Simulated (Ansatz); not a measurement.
# Single-point calculation of ZrHCl3

ZrHCl3, computed with RKS B97M-V/def2-TZVPP (Ansatz 0.2.0).

The geometry comes from this level: PBE0-D4/def2-TZVP.

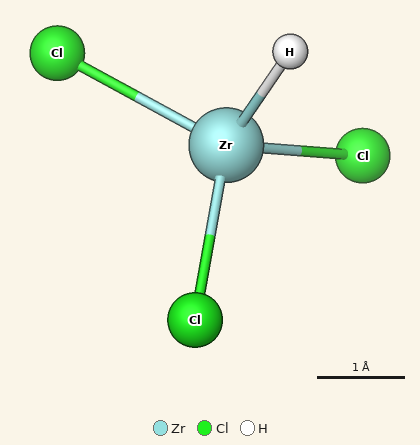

**Figure 1.** The structure as given in the input (ball-and-stick view, seen at a tilt). Sticks mark near contacts. Bond lengths as drawn: Cl–Zr 2.32 Å and H–Zr 1.82 Å.

### The input
```yaml
crystal:
  periodic: [false, false, false]
  atoms:
    - {symbol: Zr, position_ang: [-0.788421, 0.221196, -0.688093]}
    - {symbol: Cl, position_ang: [0.317857, -1.760743, -1.150329]}
    - {symbol: Cl, position_ang: [-2.973368, 0.256487, -1.456575]}
    - {symbol: Cl, position_ang: [0.422294, 2.108428, -1.269670]}
    - {symbol: H, position_ang: [-0.921210, 0.280967, 1.130289]}
basis:
  gaussian: {orbitals: def2-TZVPP}
hamiltonian: {xc: {name: B97M-V}}
```

Hardware: 8 threads of Arm Neoverse V1, 23 GiB of memory available, shared host.

Launched with:
```bash
ansatz run in.yaml --threads 8 --pin off --events-out ev --progress --plain --max-ram 19148MiB
```

### Output
```
Functional definition: B97M-V
  name "B97M-V"
  cite "Mardirossian & Head-Gordon, J. Chem. Phys. 142, 074111 (2015) doi:10.1063/1.4907719"
  cite "Becke, J. Chem. Phys. 107, 8554 (1997) doi:10.1063/1.475007"
  cite "Vydrov & Van Voorhis, J. Chem. Phys. 133, 244103 (2010) doi:10.1063/1.3521275"
  # Of w^i u^j: cxij and so on, Table III.
  parameter cx00 = 1.000
  parameter cx01 = 1.308
  parameter cx02 = 1.901
  parameter cx10 = 0.416
  parameter cx11 = 3.070
  parameter css00 = 1.000
  parameter css02 = -1.855
  parameter css10 = -5.668
  parameter css32 = -20.497
  parameter css42 = -20.364
  parameter cos00 = 1.000
  parameter cos01 = 1.573
  parameter cos03 = -6.298
  parameter cos10 = 2.535
  parameter cos32 = -6.427
  parameter b = 6.0
  parameter c = 0.01
  gx(w, u) = cx00 + cx01*u + cx02*u^2 + (cx10 + cx11*u)*w
  gss(w, u) = css00 + css02*u^2 + css10*w + (css32*w^3 + css42*w^4)*u^2
  gos(w, u) = cos00 + cos01*u + cos03*u^3 + cos10*w + cos32*w^3*u^2
  exchange = spin_sum(e_x_unif_s*gx(b97_w, b97_u_x))
  correlation = spin_sum(e_c_pw_mod_same_spin*gss(b97_w, b97_u_same))
      + integral(e_c_pw_mod_opposite_spin*gos(b97_w_opposite, b97_u_opposite)) + vv10(b, c)
1253 factors; their error is unknown
mean field evaluation 1: about -38861.3465 eV, gradient 2.5e1 eV
mean field evaluation 2: about -38859.9410 eV, gradient 3.6e1 eV
mean field evaluation 4: about -38863.0662 eV, gradient 2.2e0 eV
mean field evaluation 8: about -38863.0868 eV, gradient 6.3e-2 eV
mean field evaluation 16: about -38863.0631 eV, gradient 6.5e-5 eV
mean field -38863.06312940 eV, -1428.1912276751 hartree, gradient 6.5e-5 eV, S^2 0.000000; 0 other end points of the search recorded, 0 dependent functions left out
reference -38863.06321325 eV, -1428.1912307567 hartree; 32, 32 occupied and 164, 164 virtual orbitals, 1253 factors
Total energy: -38863.06321325 eV, -1428.1912307567 hartree
```

### Key numbers

| quantity | value |
| --- | --- |
| outcome | converged |
| total energy | −38863.0632 eV |
| SCF solution under orbital rotations | stable |
| wall time | 4.6 s (CPU time 33 s) |
| peak memory | 0.54 GiB |
